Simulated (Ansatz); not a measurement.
The figure comes from a scan of CsSnI$_{3}$ (cubic perovskite): the cell is scaled evenly about its relaxed volume V₀. Level of theory: PBE (plane waves to 420 eV, PAW, scalar-relativistic; Ansatz, a program for electronic structure). k mesh 6×6×6 (Γ-centred), Fermi-Dirac smearing 0.05 eV. Compression counts positive. On this mesh the relaxed cell isn't quite at rest: it carries a pressure of 0.1 GPa (compression positive) at the zero of the scan. CsSnI3 was relaxed with its symmetry unable to fall. Spin-orbit coupling is left out, though I is heavy. The PAW data are Ansatz's earlier set. This is a high-temperature form of CsSnI3. 

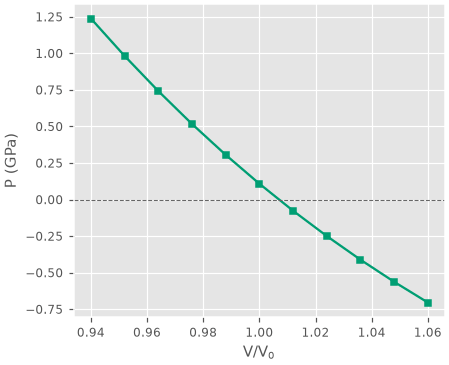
Figure. P (GPa) against V/V₀; markers are the computed points, lines only join them.

Turn the plot into a table (rounded to what can be read).

To the nearest 0.05:

```
V/V₀   P (GPa)
-----  -------
0.940     1.25
0.952     1.00
0.964     0.75
0.976     0.50
0.988     0.30
1.000     0.10
1.012    -0.10
1.024    -0.25
1.036    -0.40
1.048    -0.55
1.060    -0.70
```

(A scan under strain: stresses follow from slopes of the energy per volume, elastic moduli from its curvatures.)
